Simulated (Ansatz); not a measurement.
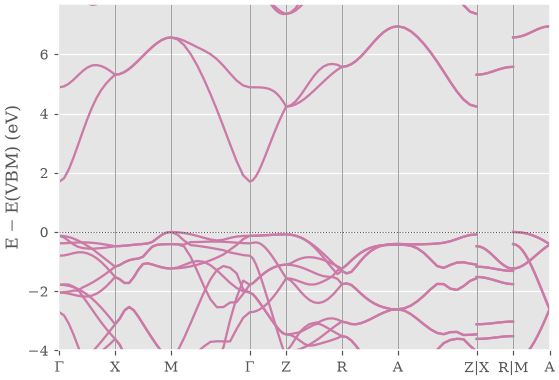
*Band structure from r²SCAN in the plane-wave PAW code Ansatz*

Read off the gap and where the band edges lie.

About 1.7 eV (1.70 eV by a search for the band edges); maximum at M, minimum at Γ.

The material is SnO2 in space group P4_2/nmc (No. 137; Sn on 2a, O on 4d).

The cell is a constructed one: a structure type filled with these elements; neither database checked (COD, Materials Project) lists it. It is not the phase usual at ambient conditions (space group No. 136). The r²SCAN relaxation kept the symmetry of its start. At this level the phase is mechanically unstable. Spin–orbit coupling is left out wherever it is not named.

Potentials: the later of the program's two PAW sets.
